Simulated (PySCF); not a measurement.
```xyz
7

C     1.6923    0.2232   -0.2095
C     0.5144    0.0503   -0.0679
C    -0.9075   -0.1839    0.1070
F    -1.6205    0.9974    0.0812
H     2.7377    0.3811   -0.3361
H    -1.2874   -0.8259   -0.6936
H    -1.0953   -0.6715    1.0683
```

Geometry: PBE0-D3(BJ)/def2-TZVP.

Theory: PBE0/pcSseg-2, SCF density, gas phase, non-relativistic (PySCF 2.14.0).

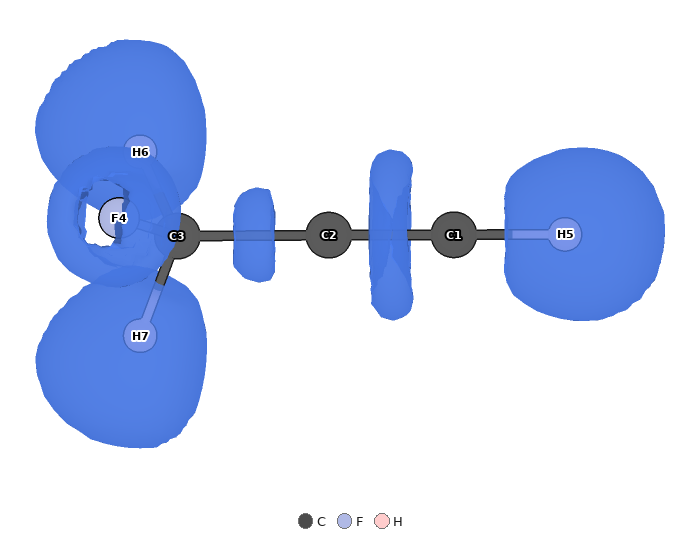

C3H3F (HC≡CCH2F). Isosurface of the ELF at 0.85 (blue), seen from one side. Only the valence region is drawn (cores and ρ < 0.01 e/Å³ removed).

Describe the localisation domains.

Answer. At this value the surface marks out two regions between bonded C–C atoms (shared pairs), three regions around hydrogen nuclei and one region wrapped around F (its lone pairs, merged into a ring or cap). Along the contacts the grid gives the following. C–C (1.20 Å): the ELF peaks at about 0.85 between the atoms: a multiple bond. C–F (1.38 Å): the ELF peaks at about 0.85 between the atoms: a shared but strongly polarised pair.
